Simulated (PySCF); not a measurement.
# CH10Si3 (SMILES C[SiH]([SiH3])[SiH3]): levels of theory compared

Wanted: a comparison of 6 runs (HF/STO-3G, HF/6-31G, B3LYP/6-31G*, B2PLYP/def2-SVP, B3LYP/aug-cc-pVDZ, TPSSh/aug-cc-pVDZ) of CH10Si3. The job is set up through a Python script.

The results are computed with PySCF 2.14.0.

## 1. The system as given

The species is CH10Si3 (14 atoms), meant as a singlet with charge 0. SMILES: `C[SiH]([SiH3])[SiH3]`. Geometry: relaxed at PBE0-D4/def2-TZVP.

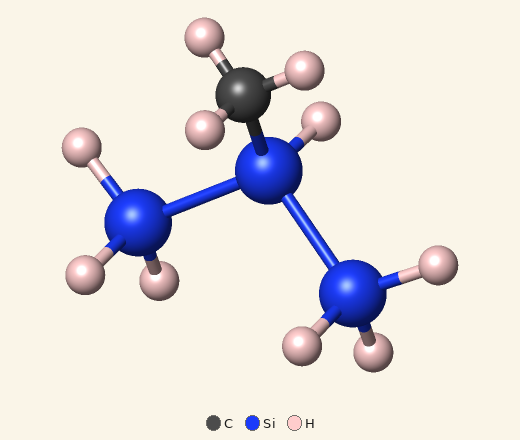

Viewed from a chosen angle; carbon dark grey, silicon blue, hydrogen pink.

## 2. Energy and forces at HF/STO-3G (run 1)

Contents of run.py:

```python
# C[SiH]([SiH3])[SiH3]
import pyscf.grad
from pyscf import gto

molecule = gto.Mole()
molecule.atom = [
    ('C', (-0.621700, 1.370500, -1.255200)),
    ('Si', (-0.466400, 0.298200, 0.284600)),
    ('Si', (1.654300, 0.510300, 1.251000)),
    ('Si', (-0.829600, -1.958200, -0.218200)),
    ('H', (-1.615900, 1.271900, -1.696600)),
    ('H', (-0.458700, 2.422700, -1.011800)),
    ('H', (0.115300, 1.076100, -2.005600)),
    ('H', (-1.480300, 0.715600, 1.298300)),
    ('H', (1.754900, -0.322100, 2.480600)),
    ('H', (1.946100, 1.925500, 1.613700)),
    ('H', (2.698600, 0.055200, 0.291300)),
    ('H', (-0.717500, -2.793000, 1.008800)),
    ('H', (0.186700, -2.430400, -1.199600)),
    ('H', (-2.178900, -2.171400, -0.812600)),
]
molecule.spin = 0
molecule.verbose = 4
molecule.charge = 0
molecule.max_memory = 1860
molecule.basis = 'sto-3g'
molecule.build()

myscf = molecule.RHF()
myscf.conv_tol = 1e-10
myscf.kernel()
if not myscf.converged:
    myscf = myscf.newton().run(myscf.mo_coeff, myscf.mo_occ)

e_final = myscf.e_tot
print(f'total energy: {e_final:.8f} hartree')
grad = myscf.Gradients().kernel()
myscf.analyze()
```

Started as:

```bash
$ OMP_NUM_THREADS=1 python run.py
```

What it wrote:

```text
PySCF version 2.14.0

[... 65 lines left out ...]
total energy: -900.07126645 hartree
[... 17 lines left out ...]
DFT Exchange-Correlation Energy =      -70.150575804369964
[... 7 lines left out ...]
MO #6   energy= -5.93459835586343  occ= 2
[... 5 lines left out ...]
MO #12  energy= -3.95941995638152  occ= 2
[... 5 lines left out ...]
MO #18  energy= -0.708595700454094 occ= 2
[... 5 lines left out ...]
MO #24  energy= -0.421265954190857 occ= 2
[... 5 lines left out ...]
MO #30  energy= 0.379136024460091  occ= 0
[... 5 lines left out ...]
MO #36  energy= 0.549653571692788  occ= 0
[... 5 lines left out ...]
MO #42  energy= 0.753891106639902  occ= 0
[... 59 lines left out ...]
Dipole moment(X, Y, Z, Debye): -0.20256,  0.26988, -0.11030
```

Wall time 6 s (1 thread of Intel Xeon at 2.50GHz (Skylake/Cascade Lake), shared host); peak memory 0.12 GiB.

## 3. Energy and gradient at HF/6-31G (run 2)

Contents of job.py:

```python
# C[SiH]([SiH3])[SiH3]
from pyscf import gto

mol = gto.M(
    atom='''
C     -0.621700     1.370500    -1.255200
Si    -0.466400     0.298200     0.284600
Si     1.654300     0.510300     1.251000
Si    -0.829600    -1.958200    -0.218200
H     -1.615900     1.271900    -1.696600
H     -0.458700     2.422700    -1.011800
H      0.115300     1.076100    -2.005600
H     -1.480300     0.715600     1.298300
H      1.754900    -0.322100     2.480600
H      1.946100     1.925500     1.613700
H      2.698600     0.055200     0.291300
H     -0.717500    -2.793000     1.008800
H      0.186700    -2.430400    -1.199600
H     -2.178900    -2.171400    -0.812600
''',
    basis='6-31g',
    max_memory=1860,
    verbose=4,
    spin=0,
)

mf = mol.RHF()
mf.conv_tol = 1e-10
mf.kernel()
if not mf.converged:
    mf = mf.newton().run(mf.mo_coeff, mf.mo_occ)

etot = mf.e_tot
print('Final energy', etot)
grad = mf.nuc_grad_method().kernel()
mf.analyze()
```

Started as:

```bash
$ OMP_NUM_THREADS=1 python job.py
```

What it wrote:

```text
PySCF version 2.14.0

[... 81 lines left out ...]
Nuclear Repulsion Energy =             270.156675584955451
[... 10 lines left out ...]
MO #5   energy= -6.13634027983196  occ= 2
[... 8 lines left out ...]
MO #14  energy= -4.24040037254668  occ= 2
[... 8 lines left out ...]
MO #23  energy= -0.494303577440768 occ= 2
[... 8 lines left out ...]
MO #32  energy= 0.146412945484542  occ= 0
[... 8 lines left out ...]
MO #41  energy= 0.29649570617554   occ= 0
[... 8 lines left out ...]
MO #50  energy= 0.478243945119658  occ= 0
[... 8 lines left out ...]
MO #59  energy= 1.20659465428467   occ= 0
[... 8 lines left out ...]
MO #68  energy= 1.43118824000477   occ= 0
[... 85 lines left out ...]
Dipole moment(X, Y, Z, Debye): -0.30530,  0.65488, -0.58389
```

Wall time 29 s (1 thread of Intel Xeon at 2.50GHz (Skylake/Cascade Lake), shared host); peak memory 0.14 GiB.

Run 3 isn't shown in full; the table further down has it.

## 4. A single-point energy at B2PLYP/def2-SVP (run 4)

Contents of job.py:

```python
# C[SiH]([SiH3])[SiH3]
from pyscf import gto, dft, mp

mol = gto.Mole()
mol.atom = '''
C       -0.621700       1.370500      -1.255200
Si      -0.466400       0.298200       0.284600
Si       1.654300       0.510300       1.251000
Si      -0.829600      -1.958200      -0.218200
H       -1.615900       1.271900      -1.696600
H       -0.458700       2.422700      -1.011800
H        0.115300       1.076100      -2.005600
H       -1.480300       0.715600       1.298300
H        1.754900      -0.322100       2.480600
H        1.946100       1.925500       1.613700
H        2.698600       0.055200       0.291300
H       -0.717500      -2.793000       1.008800
H        0.186700      -2.430400      -1.199600
H       -2.178900      -2.171400      -0.812600
'''
mol.basis = 'def2-svp'
mol.verbose = 3
mol.charge = 0
mol.spin = 0
mol.max_memory = 1860
mol.build()

ks = dft.RKS(mol, xc='0.53*HF + 0.47*B88, 0.73*LYP')
ks.grids.level = 5
ks.conv_tol = 1e-10
ks.kernel()
if not ks.converged:
    ks = ks.newton().run(ks.mo_coeff, ks.mo_occ)

pt = mp.MP2(ks, frozen=16).run()
e_final = ks.e_tot + 0.27 * pt.e_corr
print('PT2 part  %.8f' % (0.27 * pt.e_corr))
print(f'total energy: {e_final:.8f} hartree')
ks.analyze()
```

Started as:

```bash
$ OMP_NUM_THREADS=1 python job.py
```

What it wrote:

```text
converged SCF energy = -911.683640217584
[... 10 lines left out ...]
MO #6   energy= -5.62747755971722  occ= 2
[... 13 lines left out ...]
MO #20  energy= -0.540722674333838 occ= 2
[... 13 lines left out ...]
MO #34  energy= 0.0990140135749207 occ= 0
[... 13 lines left out ...]
MO #48  energy= 0.38446691950346   occ= 0
[... 13 lines left out ...]
MO #62  energy= 0.639195487315403  occ= 0
[... 13 lines left out ...]
MO #76  energy= 0.939790803975714  occ= 0
[... 13 lines left out ...]
MO #90  energy= 1.6105328039355    occ= 0
[... 13 lines left out ...]
MO #104 energy= 2.08143538516091   occ= 0
[... 13 lines left out ...]
MO #118 energy= 3.06651869189953   occ= 0
[... 15 lines left out ...]
Dipole moment(X, Y, Z, Debye): -0.30394,  0.68165, -0.63126
```

It took 60 s on 1 thread of Intel Xeon at 2.50GHz (Skylake/Cascade Lake), shared host; peak memory 0.67 GiB.

Run 5 isn't shown in full; the table further down has it.

## 5. Energy and gradient at TPSSh/aug-cc-pVDZ (run 6)

Contents of job.py:

```python
# C[SiH]([SiH3])[SiH3]
from pyscf import gto, dft

mol = gto.M(
    atom='''
C     -0.621700     1.370500    -1.255200
Si    -0.466400     0.298200     0.284600
Si     1.654300     0.510300     1.251000
Si    -0.829600    -1.958200    -0.218200
H     -1.615900     1.271900    -1.696600
H     -0.458700     2.422700    -1.011800
H      0.115300     1.076100    -2.005600
H     -1.480300     0.715600     1.298300
H      1.754900    -0.322100     2.480600
H      1.946100     1.925500     1.613700
H      2.698600     0.055200     0.291300
H     -0.717500    -2.793000     1.008800
H      0.186700    -2.430400    -1.199600
H     -2.178900    -2.171400    -0.812600
''',
    basis='aug-cc-pvdz',
    verbose=3,
    max_memory=1860,
    charge=0,
)

mf = dft.RKS(mol)
mf.xc = 'tpssh'
mf.conv_tol = 1e-10
mf.grids.level = 5
mf.kernel()
if not mf.converged:
    mf = mf.newton().run(mf.mo_coeff, mf.mo_occ)

e_tot = mf.e_tot
print(f'total energy: {e_tot:.8f} hartree')
grad = mf.nuc_grad_method().kernel()
mf.analyze()
```

Started as:

```bash
$ OMP_NUM_THREADS=1 python job.py
```

What it wrote:

```text
converged SCF energy = -912.669090704713
[... 19 lines left out ...]
MO #10  energy= -3.56656114724037  occ= 2
[... 22 lines left out ...]
MO #33  energy= 0.000980334916565187 occ= 0
[... 22 lines left out ...]
MO #56  energy= 0.117930001878579  occ= 0
[... 22 lines left out ...]
MO #79  energy= 0.294339974916099  occ= 0
[... 22 lines left out ...]
MO #102 energy= 0.457909577474652  occ= 0
[... 22 lines left out ...]
MO #125 energy= 0.675613104877663  occ= 0
[... 22 lines left out ...]
MO #148 energy= 1.10712741247353   occ= 0
[... 22 lines left out ...]
MO #171 energy= 1.84606517793081   occ= 0
[... 22 lines left out ...]
MO #194 energy= 2.68718271956263   occ= 0
[... 15 lines left out ...]
Dipole moment(X, Y, Z, Debye): -0.29642,  0.68289, -0.64601
```

Wall time 8 min (1 thread of Intel Xeon at 2.50GHz (Skylake/Cascade Lake), shared host); peak memory 2.9 GiB.

## 6. The series

```tsv
run	level	integration grid	task	energy (Eh)	dipole moment (D)	HOMO energy (eV)	LUMO energy (eV)	wall time
1	HF/STO-3G	–	gradient	-900.071266	0.36	-7.84	10.32	6 s
2	HF/6-31G	–	gradient	-910.288874	0.93	-10.13	3.26	29 s
3	B3LYP/6-31G* (spherical functions)	5	gradient	-912.601341	1.06	-7.42	0.02	93 s
4	B2PLYP/def2-SVP	5	energy	-911.836034	0.98	-8.66	1.24	60 s
5	B3LYP/aug-cc-pVDZ	5	gradient	-912.657971	0.98	-7.53	-0.55	6 min
6	TPSSh/aug-cc-pVDZ	5	gradient	-912.669091	0.99	-7.20	-0.58	8 min
```

## 7. Outcome

```
                       quantity          value
            run 6: total energy  -912.66909 Eh
           run 6: dipole moment         0.99 D
             run 6: HOMO energy       -7.20 eV
             run 6: LUMO energy       -0.58 eV
           run 6: HOMO–LUMO gap        6.62 eV
run 6: largest force on an atom     0.277 eV/Å
```

In words: The dipole moment (its size) runs from 0.36 D (HF/STO-3G) to 1.06 D (B3LYP/6-31G*). The two ends differ in method and basis. The HOMO–LUMO gap runs from 6.62 eV (TPSSh/aug-cc-pVDZ) to 18.16 eV (HF/STO-3G). Totals of different functionals can't be ranked against each other. In run 1 the basis is minimal, so the values are rough. All runs together took 17 min, the longest 8 min.
